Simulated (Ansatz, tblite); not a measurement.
**[Cu(NH3)2]+ (CuN2H6+): charged states by level of theory**

Aim: the energy of removing and adding an electron for [Cu(NH3)2]+ (CuN2H6+), by energy differences, and how well orbital energies stand in for it.

Method: as each input shows; program: Ansatz 0.2.0, Gaussian basis.

Levels to be run: charge +2 doublet, at the geometry of the singlet (PBE0-D4/def2-TZVP, PBE-D4/def2-TZVP, r2SCAN-D4/def2-TZVP); charge +2 doublet, relaxed (PBE0-D4/def2-TZVP, PBE-D4/def2-TZVP); charge 0 doublet, at the geometry of the singlet (PBE0-D4/def2-TZVP, PBE-D4/def2-TZVP, r2SCAN-D4/def2-TZVP); the starting singlet's energies come from earlier runs.

## Step 1: The geometry

The singlet was relaxed beforehand with PBE0-D4/def2-TZVP.

9 atoms, charge 1, spin multiplicity 1.

Atoms are counted from 1 here; the program's logs count them from 0.

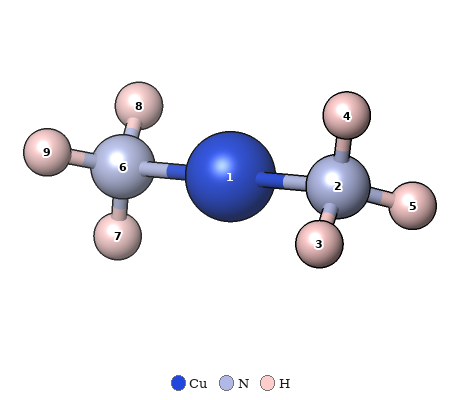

The structure; copper blue, nitrogen light blue, hydrogen pink; atoms are numbered from 1 in the order of the file.

As a file:

```xyz
9
CuH6N2
Cu    0.00001    0.00000    0.00000
N    -0.00365   -0.01421    1.92365
H    -0.42031    0.82799    2.31384
H     0.93543   -0.07939    2.30973
H    -0.52826   -0.79976    2.30162
N     0.00365    0.01421   -1.92365
H    -0.93750    0.01821   -2.31016
H     0.47432   -0.79919   -2.31354
H     0.47631    0.83214   -2.30148
```

Formally the metal is d10. No spin-orbit coupling is included. The ion is computed in the gas phase, without counter-ions or solvent.

## Step 2: Charge +2 doublet at the fixed geometry, first pass, PBE0-D4/def2-SVP

in.yaml

```yaml
crystal:
  periodic: [false, false, false]
  atoms:
    - {symbol: Cu, position_ang: [0.000008, -0.000004, -0.000001]}
    - {symbol: N, position_ang: [-0.003651, -0.014214, 1.923649]}
    - {symbol: H, position_ang: [-0.420314, 0.827993, 2.313844]}
    - {symbol: H, position_ang: [0.935428, -0.079390, 2.309727]}
    - {symbol: H, position_ang: [-0.528264, -0.799764, 2.301622]}
    - {symbol: N, position_ang: [0.003651, 0.014211, -1.923646]}
    - {symbol: H, position_ang: [-0.937497, 0.018215, -2.310164]}
    - {symbol: H, position_ang: [0.474319, -0.799195, -2.313537]}
    - {symbol: H, position_ang: [0.476309, 0.832137, -2.301483]}
basis:
  gaussian: {orbitals: def2-SVP}
total_charge: 2
magnetization: {spin_polarized: true, initial_magnetization: 1}
hamiltonian: {xc: pbe0, dispersion: d4}
output: {orbitals: {seedname: orbitals}}
```

Command:

```sh
$ ansatz run in.yaml --threads 2 --pin off --events-out ev --progress --plain --max-ram 4352MiB
```

Output:

```text
Functional definition: PBE0
  name "PBE0"
  cite "Adamo & Barone, J. Chem. Phys. 110, 6158 (1999) doi:10.1063/1.478522"
  cite "Perdew, Burke & Ernzerhof, Phys. Rev. Lett. 77, 3865 (1996) doi:10.1103/PhysRevLett.77.3865"
  parent pbe
  parameter a = 0.25
  parameter kappa = 0.804
  parameter beta = 0.06672455060314922
  exchange = (1 - a)*pbe_x(kappa = kappa, mu = beta*pi^2/3) + a*exact_x
  correlation = pbe_c(beta = beta)
950 factors; integrals over basis functions are off by at most 9.7e-4 eV
mean field evaluation 1: about -47647.3248 eV, gradient 9.4e1 eV
mean field evaluation 2: about -46765.8268 eV, gradient 3.0e2 eV
mean field evaluation 4: about -47677.3294 eV, gradient 3.6e1 eV
mean field evaluation 8: about -47681.5832 eV, gradient 8.4e-1 eV
mean field evaluation 16: about -47681.7940 eV, gradient 1.7e-3 eV
mean field evaluation 32: about -47681.1222 eV, gradient 6.6e0 eV
mean field -47681.79403682 eV, -1752.2736109724 hartree, gradient 5.8e-5 eV, S^2 0.751902; 6 other end points of the search recorded, 0 dependent functions left out
reference -47681.79409638 eV, -1752.2736131612 hartree; 24, 23 occupied and 65, 66 virtual orbitals, 950 factors
Total energy: -47681.86639168 eV, -1752.2762699643 hartree
```

Wall time 8.5 s (2 threads of Intel Xeon Platinum 8259CL at 2.50GHz, shared host).

Report: HOMO -21.97 eV, LUMO -17.49 eV (over both spins); ⟨S²⟩ 0.752 (pure: 0.75).

## Step 3: Charge +2 doublet at the fixed geometry, PBE0-D4/def2-TZVP

start.molden holds the orbitals of an earlier run on this state, given as this run's starting guess.

in.yaml, as its differences from that of step 2:

```diff
@@ -13,3 +13,3 @@
 basis:
-  gaussian: {orbitals: def2-SVP}
+  gaussian: {orbitals: def2-TZVP, initial_orbitals: start.molden}
 total_charge: 2
@@ -17,2 +17,3 @@
 hamiltonian: {xc: pbe0, dispersion: d4}
+scf: {omitted_lower_state_checks: [starts]}
 output: {orbitals: {seedname: orbitals}}
```

Same command.

Output:

```text
Functional definition: PBE0
  name "PBE0"
  cite "Adamo & Barone, J. Chem. Phys. 110, 6158 (1999) doi:10.1063/1.478522"
  cite "Perdew, Burke & Ernzerhof, Phys. Rev. Lett. 77, 3865 (1996) doi:10.1103/PhysRevLett.77.3865"
  parent pbe
  parameter a = 0.25
  parameter kappa = 0.804
  parameter beta = 0.06672455060314922
  exchange = (1 - a)*pbe_x(kappa = kappa, mu = beta*pi^2/3) + a*exact_x
  correlation = pbe_c(beta = beta)
these checks for a lower state are left out or cut short: starts
1116 factors; their error is unknown
mean field evaluation 1: about -47689.6732 eV, gradient 8.6e1 eV
mean field evaluation 2: about -47691.8479 eV, gradient 3.0e0 eV
mean field evaluation 4: about -47691.9373 eV, gradient 2.3e-1 eV
mean field evaluation 8: about -47691.9374 eV, gradient 8.7e-6 eV
mean field -47691.93744307 eV, -1752.6463742764 hartree, gradient 8.7e-6 eV, S^2 0.752136; 0 other end points of the search recorded, 0 dependent functions left out
reference -47691.93748083 eV, -1752.6463756644 hartree; 24, 23 occupied and 119, 120 virtual orbitals, 1116 factors
Total energy: -47692.00977613 eV, -1752.6490324674 hartree
Checks for a lower state left out: starts
```

It took 7.5 s on 2 threads of Intel Xeon Platinum 8259CL at 2.50GHz, shared host.

HOMO -21.94 eV, LUMO -17.05 eV (over both spins); ⟨S²⟩ 0.752 (pure: 0.75).

## Step 4: Charge +2 doublet at the fixed geometry, PBE-D4/def2-TZVP

in.yaml, as its differences from that of step 3:

```diff
@@ -16,3 +16,3 @@
 magnetization: {spin_polarized: true, initial_magnetization: 1}
-hamiltonian: {xc: pbe0, dispersion: d4}
+hamiltonian: {xc: pbe, dispersion: d4}
 scf: {omitted_lower_state_checks: [starts]}
```

The command is unchanged.

Output:

```text
Functional definition: PBE
  name "PBE"
  cite "Perdew, Burke & Ernzerhof, Phys. Rev. Lett. 77, 3865 (1996) doi:10.1103/PhysRevLett.77.3865"
  parent pbe
  parameter kappa = 0.804
  parameter beta = 0.06672455060314922
  exchange = pbe_x(kappa = kappa, mu = beta*pi^2/3)
  correlation = pbe_c(beta = beta)
these checks for a lower state are left out or cut short: starts
1027 factors; their error is unknown
mean field evaluation 1: about -47691.2356 eV, gradient 7.0e0 eV
mean field evaluation 2: about -47691.4637 eV, gradient 5.2e-1 eV
mean field evaluation 4: about -47691.4141 eV, gradient 2.6e-1 eV
mean field evaluation 8: about -47691.4143 eV, gradient 1.3e-5 eV
mean field -47691.41426290 eV, -1752.6271477599 hartree, gradient 1.3e-5 eV, S^2 0.750613; 0 other end points of the search recorded, 0 dependent functions left out
reference -47691.41432014 eV, -1752.6271498635 hartree; 24, 23 occupied and 119, 120 virtual orbitals, 1027 factors
Total energy: -47691.50066805 eV, -1752.6303230906 hartree
Checks for a lower state left out: starts
```

Wall time 4.9 s (2 threads of Intel Xeon Platinum 8259CL at 2.50GHz, shared host).

HOMO -20.20 eV, LUMO -18.96 eV (over both spins); ⟨S²⟩ 0.751 (pure: 0.75).

## Step 5: Charge +2 doublet at the fixed geometry, r2SCAN-D4/def2-TZVP

in.yaml, as its differences from that of step 4:

```diff
@@ -16,3 +16,3 @@
 magnetization: {spin_polarized: true, initial_magnetization: 1}
-hamiltonian: {xc: pbe, dispersion: d4}
+hamiltonian: {xc: r2scan, dispersion: d4}
 scf: {omitted_lower_state_checks: [starts]}
```

The command is unchanged.

Output:

```text
Functional definition: r2SCAN
  name "r2SCAN"
  cite "Furness, Kaplan, Ning, Perdew & Sun, J. Phys. Chem. Lett. 11, 8208 (2020) doi:10.1021/acs.jpclett.0c02405"
  cite "Furness, Kaplan, Ning, Perdew & Sun, J. Phys. Chem. Lett. 11, 9248 (2020) doi:10.1021/acs.jpclett.0c03077"
  parent r2scan
  parameter k0 = 0.174
  parameter k1 = 0.065
  parameter a1 = 4.9479
  exchange = r2scan_x(k0 = k0, k1 = k1, a1 = a1)
  correlation = r2scan_c
these checks for a lower state are left out or cut short: starts
1027 factors; their error is unknown
mean field evaluation 1: about -47699.9566 eV, gradient 4.0e0 eV
mean field evaluation 2: about -47700.0220 eV, gradient 1.9e-1 eV
mean field evaluation 4: about -47699.9723 eV, gradient 1.7e-3 eV
mean field -47699.97233753 eV, -1752.9416512016 hartree, gradient 3.5e-5 eV, S^2 0.751397; 0 other end points of the search recorded, 0 dependent functions left out
reference -47699.97235715 eV, -1752.9416519226 hartree; 24, 23 occupied and 119, 120 virtual orbitals, 1027 factors
Total energy: -47699.99308782 eV, -1752.9424137607 hartree
Checks for a lower state left out: starts
```

It took 8 s on 2 threads of Intel Xeon Platinum 8259CL at 2.50GHz, shared host.

From the report: HOMO -20.61 eV, LUMO -18.52 eV (over both spins); ⟨S²⟩ 0.751 (pure: 0.75).

## Step 6: Vertical ionisation energy

Charged state less starting state, singlet to doublet; the starting state's energies are those of its earlier runs.

| level | vertical ionisation energy (eV) | time |
| --- | --- | --- |
| PBE-D4/def2-TZVP | +14.66 | 7.7 s |
| r2SCAN-D4/def2-TZVP | +14.40 | 12 s |
| PBE0-D4/def2-TZVP | +14.32 | 11 s |

Times add the two runs; a level without a time comes out of a correlated run.

Beside −ε(HOMO) of the starting state:

| level | −ε(HOMO) (eV) | by difference (eV) | mismatch (eV) |
| --- | --- | --- | --- |
| PBE-D4/def2-TZVP | 10.35 | 14.66 | -4.31 |
| r2SCAN-D4/def2-TZVP | 10.35 | 14.40 | -4.05 |
| PBE0-D4/def2-TZVP | 11.81 | 14.32 | -2.52 |

## Step 7: Relaxing the charge +2 doublet

in.yaml, as its differences from that of step 5:

```diff
@@ -13,7 +13,8 @@
 basis:
-  gaussian: {orbitals: def2-TZVP, initial_orbitals: start.molden}
+  gaussian: {orbitals: def2-TZVP}
 total_charge: 2
 magnetization: {spin_polarized: true, initial_magnetization: 1}
-hamiltonian: {xc: r2scan, dispersion: d4}
-scf: {omitted_lower_state_checks: [starts]}
+hamiltonian: {xc: pbe0, dispersion: d4}
+scf: {lower_state_search: "off"}
 output: {orbitals: {seedname: orbitals}}
+relax: {f_tol: 0.02, max_steps: 100}
```

The command is unchanged.

Output (excerpt; [...] marks lines left out):

```text
Functional definition: PBE0
  name "PBE0"
  cite "Adamo & Barone, J. Chem. Phys. 110, 6158 (1999) doi:10.1063/1.478522"
  cite "Perdew, Burke & Ernzerhof, Phys. Rev. Lett. 77, 3865 (1996) doi:10.1103/PhysRevLett.77.3865"
  parent pbe
[...]
1116 factors; their error is unknown
[...]
mean field -47691.93744307 eV, -1752.6463742764 hartree, gradient 7.0e-6 eV, S^2 0.752136; 0 other end points of the search recorded, 0 dependent functions left out
[...]
reference -47691.93748083 eV, -1752.6463756644 hartree; 24, 23 occupied and 119, 120 virtual orbitals, 1116 factors
relax step   1: F+E_penalty+E_count = -47692.00973836 eV  Δ(F+E_penalty+E_count) = +0.000e0 eV  max|allowed force component| = 5.095e-1 eV/Å  Δτ_max = 0.0000 Å  (20 SCF iters, accepted)
[...]
Atom 0 at    -0.000001    -0.000002     0.000001 Å, force     0.000001    -0.000000    -0.000004 eV/Å
Atom 1 at    -0.003647    -0.014195     1.921223 Å, force     0.000012     0.000051    -0.006869 eV/Å
Atom 2 at    -0.422206     0.832515     2.322256 Å, force    -0.000376     0.000807    -0.002121 eV/Å
Atom 3 at     0.940323    -0.080119     2.318100 Å, force     0.000880    -0.000051    -0.002124 eV/Å
Atom 4 at    -0.531310    -0.803745     2.309965 Å, force    -0.000491    -0.000709    -0.002132 eV/Å
Atom 5 at     0.003645     0.014192    -1.921221 Å, force    -0.000014    -0.000050     0.006876 eV/Å
Atom 6 at    -0.942423     0.017943    -2.318561 Å, force    -0.000883    -0.000023     0.002123 eV/Å
Atom 7 at     0.477098    -0.803248    -2.321934 Å, force     0.000442    -0.000774     0.002120 eV/Å
Atom 8 at     0.478509     0.836647    -2.309820 Å, force     0.000429     0.000749     0.002131 eV/Å
Dipole moment:    -0.000000     0.000000     0.000000 e Å
Checks for a lower state left out: stability, starts, cluster_reference, orbital_swaps, neighbouring_geometries, increment
```

It took 21 s on 2 threads of Intel Xeon Platinum 8259CL at 2.50GHz, shared host.

The steps of the relaxation:

| step | energy from step 1 (eV) | largest force component (eV/Å) |
| --- | --- | --- |
| 1 | 0.0000 | 0.5095 |
| 2 | -0.0088 | 0.2054 |
| 3 | -0.0099 | 0.0371 |
| 4 | -0.0100 | 0.0069 |

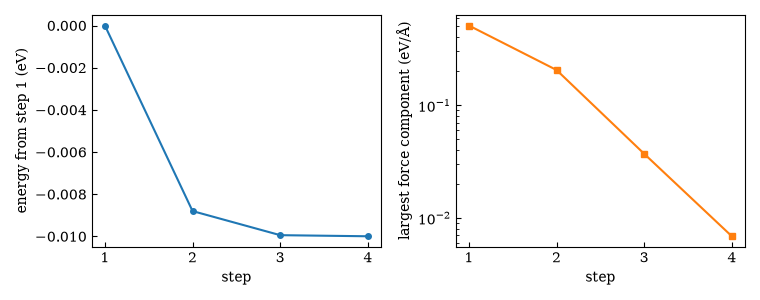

Energy and force, step by step.

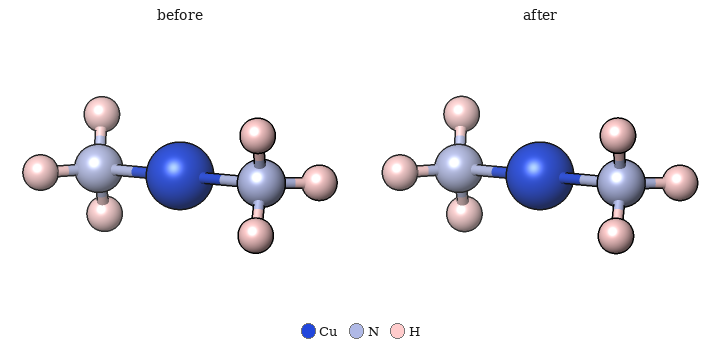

The geometry before (left) and after (right).

Close pairs (by a distance rule), those that changed most:

| bond | before (Å) | after (Å) | change (Å) |
| --- | --- | --- | --- |
| N6–H9 | 1.017 | 1.026 | +0.009 |
| N2–H5 | 1.017 | 1.026 | +0.009 |
| N6–H7 | 1.017 | 1.026 | +0.009 |
| N2–H3 | 1.017 | 1.026 | +0.009 |
| N6–H8 | 1.017 | 1.026 | +0.009 |
| N2–H4 | 1.017 | 1.026 | +0.009 |
| Cu1–N2 | 1.924 | 1.921 | -0.002 |
| Cu1–N6 | 1.924 | 1.921 | -0.002 |

[end of part 1 of 2]
